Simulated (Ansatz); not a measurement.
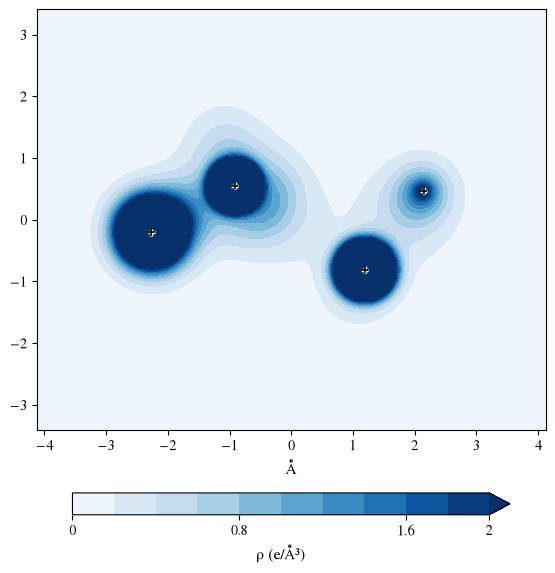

The total electron density on a plane through atoms (crosses mark nuclei in the plane).

All numbers below come from RKS PBE0-D4/def2-TZVPP in Ansatz 0.2.0.

Candidates:
A. AlF₃H₃P (SMILES F[P+](F)(F)[AlH3-])
B. H₅OPSi (SMILES OP[SiH3])
C. F₃H₃Si₂ (SMILES F[SiH2][SiH](F)F)

**Which candidate gave the map?**

Candidate A: AlF₃H₃P on the plane of atoms F4, P2 and Al5, which holds P, F, Al and H. P–F (1.55 Å): ρ is about 1.5 e/Å³ halfway. Al–P (2.51 Å): ρ at the midpoint is about 0.4 e/Å³, with its minimum of 0.25 e/Å³ about 0.9 Å from Al.
